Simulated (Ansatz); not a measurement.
# Loss of H2: C2H5ClSn → C2H3ClSn + H2

Species: C2H5ClSn `C=[CH][SnH2][Cl]`, singlet; C2H3ClSn `C#[C][SnH2][Cl]`, singlet; H2 (hydrogen), singlet. 

Shapes, held fixed at every level: PBE0-D4/def2-TZVP. Flexible molecules stand in one conformer, not always the lowest. Programs: Ansatz 0.2.0. Electronic energies: no zero-point or thermal term.

```tsv
level	kind	ΔE (kJ/mol)	less CCSD(T)/def2-TZVPP	CPU time (sum over the molecules)
BHLYP-D4/def2-TZVPP	global hybrid	+195.6	+20.1	20 s
r2SCAN0-D4/def2-TZVPP	global hybrid	+201.8	+26.3	26 s
wB97M-V/def2-TZVPP	range-separated hybrid	+185.6	+10.1	64 s
wB97X-V/def2-TZVPP	range-separated hybrid	+193.8	+18.3	58 s
MP2/def2-TZVPP	perturbation theory	+168.0	-7.5	–
CCSD/def2-TZVPP	coupled cluster or CI	+178.5	+3.0	–
CCSD(T)/def2-TZVPP	coupled cluster or CI	+175.5	0.0	4.4 min
```

The highest level, CCSD(T)/def2-TZVPP, gives ΔE = +175.5 kJ/mol; the levels span +168.0 to +201.8. The column of differences is taken from that level and isn't an error. No measured value is set beside it here. For atoms past krypton def2 sets carry core potentials with scalar relativity. Correlated rows may include outer-core shells of Sn, which these sets cover unevenly. Times are processor times on shared x86 and Arm servers, and rough.

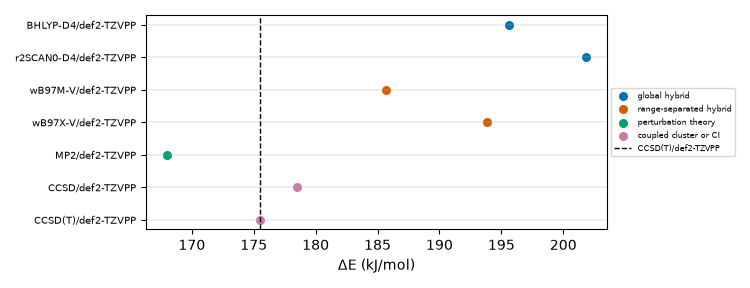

The values of the table, level by level.
